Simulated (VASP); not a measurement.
Energy against volume of Ta (bcc). Calculation: TPSS meta-GGA, VASP's PBE PAW potentials (set 64) (plane waves; VASP).

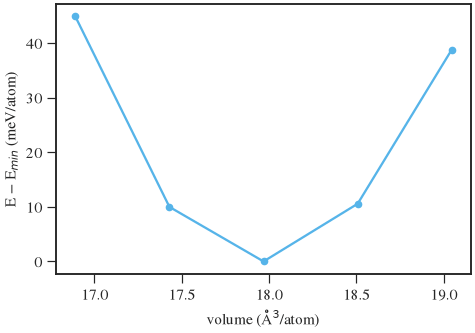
Figure. Energy against volume

**Question.** Estimate the equilibrium volume and the bulk modulus.

**Answer.** The minimum lies near 17.9 Å³/atom, and the curvature gives B0 of about 210 GPa.

Measured: bulk modulus 198 GPa at 0 K (computed value off by +4.4 %), as given by H. Levämäki et al., Physical Review B (2014), arXiv:1402.3671 [corrected for temperature and zero-point phonon effects]; a 3.299 Å at 0 K (computed value off by +0.0 %), as given by Daniel Mejia-Rodriguez et al., Physical Review B (2018), arXiv:1807.09216 [static lattice: zero-point anharmonic expansion removed].

The compound is Ta in the bcc structure. It was relaxed first.
